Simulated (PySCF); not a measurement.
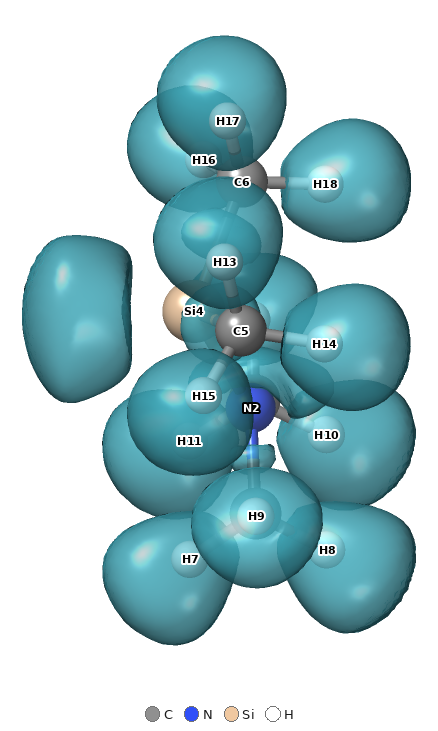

C4H12NSi (SMILES CN(C)[Si](C)C) (doublet). Isosurface of the electron localisation function at 0.85 (cyan), seen at an oblique angle. Core shells and regions of very low density are left out.

Geometry: GFN2-xTB.

Theory: UKS B3LYP, pcH-1 on C H N Si, non-relativistic, mean-field spin-orbit, GIAO in PySCF 2.14.0, density-fitted response routines.

```xyz
18

C    -1.5973   -0.9447    0.7963
N    -0.8284   -0.0061    0.0247
C    -1.6647    0.8688   -0.7517
Si    0.7775    0.4650    0.5014
C     1.6998   -1.1231    1.0210
C     1.6143    1.2329   -1.0330
H    -2.2515   -0.4405    1.5194
H    -2.2298   -1.5390    0.1297
H    -0.9346   -1.6135    1.3362
H    -2.2807    0.2790   -1.4377
H    -2.3383    1.4589   -0.1170
H    -1.0513    1.5503   -1.3326
H     2.7663   -0.9309    1.0779
H     1.5419   -1.9209    0.2974
H     1.3850   -1.4858    1.9942
H     1.2695    2.2425   -1.2321
H     2.6883    1.2813   -0.8851
H     1.4253    0.6320   -1.9207
```

Where are the electrons localised?

Answer. The surface consists of two regions between bonded C–N atoms (shared pairs), two regions between bonded C–Si atoms (shared pairs), twelve regions around hydrogen nuclei, one lobe on Si, pointing away from the bonds (non-bonding electrons) and one region wrapped around N (its valence shell). Along the contacts the grid gives the following. C–N (1.44 Å): the ELF peaks at about 0.95 between the atoms (localised, covalent bonding). Si–N (1.74 Å): the ELF peaks at about 0.90 between the atoms: a shared but strongly polarised pair.
